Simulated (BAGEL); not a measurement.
# B3LYP/def2-SVP (density fitting with qzvpp-jkfit) run of CH3ClO2Si (SMILES ClC1O[SiH2]O1)

What is the energy change on altering one bond length of CH3ClO2Si at B3LYP/def2-SVP (density fitting with qzvpp-jkfit)? 

Program for the calculation: BAGEL 1.2.2.

2 further runs of the same task are left out: 1 that didn't finish, 1 set aside as unsound or not needed. Runs told in other sessions of the task aren't counted.

## Step 1: Starting point

CH3ClO2Si has 8 atoms, charge 0, and is taken as a singlet. SMILES: `ClC1O[SiH2]O1`. Geometry: relaxed at PBE0-D4/def2-TZVP.

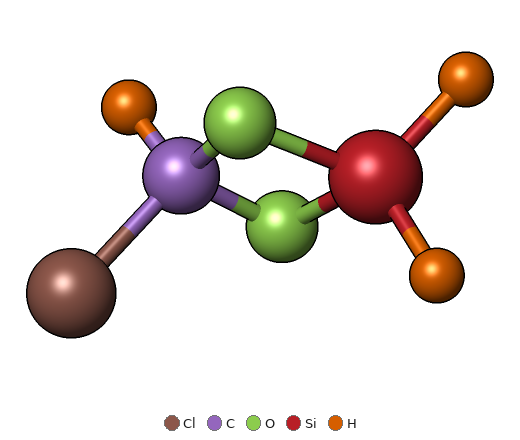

The structure, seen from a chosen angle (chlorine brown, carbon purple, oxygen green, silicon red, hydrogen orange).

## Step 2: A single-point energy at B3LYP/def2-SVP (density fitting with qzvpp-jkfit)

Contents of input.json:

```json
{ "bagel": [

{
  "title": "molecule",
  "basis": "svp",
  "df_basis": "qzvpp-jkfit",
  "angstrom": true,
  "geometry": [
    { "atom": "Cl", "xyz": [   -2.195900,    0.509700,    0.974400 ] },
    { "atom": "C", "xyz": [   -0.524200,    0.766600,    0.397600 ] },
    { "atom": "O", "xyz": [    0.378500,   -0.100700,    1.032000 ] },
    { "atom": "Si", "xyz": [    0.716100,   -0.757900,   -0.470600 ] },
    { "atom": "O", "xyz": [   -0.384400,    0.408700,   -0.952100 ] },
    { "atom": "H", "xyz": [   -0.298600,    1.817300,    0.580700 ] },
    { "atom": "H", "xyz": [    2.098700,   -0.537900,   -0.945700 ] },
    { "atom": "H", "xyz": [    0.301900,   -2.163000,   -0.672100 ] }
  ]
},
{ "title": "ks", "xc_func": "b3lyp" },
{ "title": "print", "file": "orbitals.molden", "orbitals": true }

]}
```

The run is started by

```
$ BAGEL_NUM_THREADS=1 BAGEL input.json > input.out
```

Standard output:

```text
* using 1 threads per process

  ===============================================================
  ===============================================================

  *** Geometry ***

  { "atom" : "Cl", "xyz" : [     -4.149650,      0.963193,      1.841349 ] },
  { "atom" : "C", "xyz" : [     -0.990594,      1.448664,      0.751355 ] },
  { "atom" : "O", "xyz" : [      0.715261,     -0.190295,      1.950197 ] },
  { "atom" : "Si", "xyz" : [      1.353233,     -1.432223,     -0.889305 ] },
  { "atom" : "O", "xyz" : [     -0.726411,      0.772331,     -1.799208 ] },
  { "atom" : "H", "xyz" : [     -0.564272,      3.434199,      1.097364 ] },
  { "atom" : "H", "xyz" : [      3.965968,     -1.016484,     -1.787114 ] },
  { "atom" : "H", "xyz" : [      0.570508,     -4.087478,     -1.270085 ] },

  Number of auxiliary basis functions:      539

  Since a DF basis is specified, we compute 2- and 3-index integrals:
    o Being stored without compression. Storage requirement is 0.037 GB

  Number of basis functions:       93
  Number of electrons      :       56

    * METHOD: MOLECULE                             0.27

  *** Kohn-Sham DFT ***

    * Removing 16517 points whose weight is below 1.00e-10
    * Grid points: 102731

  === Nuclear Repulsion ===
   300.1253325224

       - DIIS with orbital gradients will be used.

  === KS iteration (b3lyp / svp) ===
      0       -907.69732823          0.13364249           0.46
      1       -864.84560879          0.17092794           0.46
      2       -840.70363171          0.18683511           0.46
      3       -933.01478379          0.07394236           0.45
      4       -934.64193169          0.08345541           0.44
      5       -939.57753648          0.01523805           0.43
      6       -939.67652860          0.00992881           0.44
      7       -939.72692873          0.00237937           0.44
      8       -939.73045375          0.00100299           0.45
      9       -939.73091584          0.00065795           0.45
     10       -939.73119390          0.00018294           0.46
     11       -939.73121756          0.00002602           0.44
     12       -939.73121810          0.00001185           0.46
     13       -939.73121816          0.00000449           0.43
     14       -939.73121818          0.00000104           0.44
     15       -939.73121818          0.00000068           0.45
     16       -939.73121818          0.00000027           0.45
     17       -939.73121818          0.00000012           0.47
     18       -939.73121818          0.00000003           0.46
     19       -939.73121818          0.00000002           0.45
     20       -939.73121818          0.00000000           0.45
    * SCF iteration converged.

    * Permanent dipole moment:
           (   -0.776368,     0.224118,     0.356042) a.u.

    * METHOD: KS                                   9.89

    * METHOD: PRINT                                0.01

  ===============================================================
```

Wall time 11 s (1 thread of Arm Neoverse V2, shared host); peak memory 0.47 GiB.

## Step 3: The distorted shape

Contents of calc.json:

```json
{ "bagel" : [

{
  "title" : "molecule",
  "basis" : "svp",
  "df_basis" : "qzvpp-jkfit",
  "angstrom" : true,
  "geometry" : [
    { "atom" : "Cl", "xyz" : [   -1.988802,    1.212243,    1.075149 ] },
    { "atom" : "C", "xyz" : [   -0.317102,    1.469143,    0.498349 ] },
    { "atom" : "O", "xyz" : [    0.585598,    0.601843,    1.132749 ] },
    { "atom" : "Si", "xyz" : [    0.923198,   -0.055357,   -0.369851 ] },
    { "atom" : "O", "xyz" : [   -0.177302,    1.111243,   -0.851351 ] },
    { "atom" : "H", "xyz" : [   -0.091502,    2.519843,    0.681449 ] },
    { "atom" : "H", "xyz" : [    2.305798,    0.164643,   -0.844951 ] },
    { "atom" : "H", "xyz" : [    0.301900,   -2.163000,   -0.672100 ] }
  ]
},
{
  "title" : "ks",
  "xc_func" : "b3lyp"
},
{
  "title" : "print",
  "file" : "orbitals.molden",
  "orbitals" : true
}

]}
```

The run is started by

```
$ BAGEL_NUM_THREADS=1 BAGEL calc.json > calc.out
```

Standard output:

```text
* using 1 threads per process

  ===============================================================
  ===============================================================

  *** Geometry ***

  { "atom" : "Cl", "xyz" : [     -3.758291,      2.290807,      2.031737 ] },
  { "atom" : "C", "xyz" : [     -0.599236,      2.776278,      0.941743 ] },
  { "atom" : "O", "xyz" : [      1.106620,      1.137318,      2.140585 ] },
  { "atom" : "Si", "xyz" : [      1.744591,     -0.104610,     -0.698917 ] },
  { "atom" : "O", "xyz" : [     -0.335052,      2.099945,     -1.608820 ] },
  { "atom" : "H", "xyz" : [     -0.172914,      4.761813,      1.287752 ] },
  { "atom" : "H", "xyz" : [      4.357327,      0.311130,     -1.596726 ] },
  { "atom" : "H", "xyz" : [      0.570508,     -4.087478,     -1.270085 ] },

  Number of auxiliary basis functions:      539

  Since a DF basis is specified, we compute 2- and 3-index integrals:
    o Being stored without compression. Storage requirement is 0.037 GB

  Number of basis functions:       93
  Number of electrons      :       56

    * METHOD: MOLECULE                             0.29

  *** Kohn-Sham DFT ***

    * Removing 16008 points whose weight is below 1.00e-10
    * Grid points: 103240

  === Nuclear Repulsion ===
   297.4061965163

       - DIIS with orbital gradients will be used.

  === KS iteration (b3lyp / svp) ===
      0       -908.04315376          0.13311960           0.50
      1       -864.47278871          0.19286654           0.46
      2       -840.91557624          0.18686789           0.48
      3       -930.51812100          0.08821511           0.46
      4       -930.04333711          0.11078665           0.45
      5       -939.47159844          0.01499096           0.48
      6       -939.52988828          0.01224487           0.47
      7       -939.65125514          0.00261653           0.48
      8       -939.65823510          0.00094305           0.49
      9       -939.65876874          0.00047248           0.50
     10       -939.65890613          0.00012709           0.48
     11       -939.65891679          0.00007184           0.47
     12       -939.65891989          0.00000960           0.47
     13       -939.65891993          0.00000399           0.47
     14       -939.65891994          0.00000111           0.49
     15       -939.65891994          0.00000020           0.49
     16       -939.65891994          0.00000004           0.48
     17       -939.65891994          0.00000002           0.50
     18       -939.65891994          0.00000001           0.48
     19       -939.65891994          0.00000000           0.47
    * SCF iteration converged.

    * Permanent dipole moment:
           (   -0.838385,    -0.276698,     0.251306) a.u.

    * METHOD: KS                                  10.05

    * METHOD: PRINT                                0.01

  ===============================================================
```

Wall time 11 s (1 thread of Arm Neoverse V2, shared host); peak memory 0.48 GiB.

## Step 4: Outcome

Level: B3LYP/def2-SVP (density fitting with qzvpp-jkfit).

| quantity | value |
| --- | --- |
| first shape: total energy | -939.73122 Eh |
| first shape: dipole moment | 2.24 D |
| first shape: HOMO energy | -8.28 eV |
| first shape: LUMO energy | -0.76 eV |
| first shape: HOMO–LUMO gap | 7.52 eV |
| distorted shape: total energy | -939.65892 Eh |
| distorted shape: dipole moment | 2.33 D |
| distorted shape: HOMO energy | -7.87 eV |
| distorted shape: LUMO energy | -1.90 eV |
| distorted shape: HOMO–LUMO gap | 5.98 eV |
| energy change with the Si4–H8 bond stretched from 1.479 to 2.218 Å | 1.967 eV |

With the Si4–H8 bond stretched from 1.479 to 2.218 Å the energy rises by 1.97 eV (190 kJ/mol). The first shape isn't relaxed at this level, so the change isn't measured from a minimum.
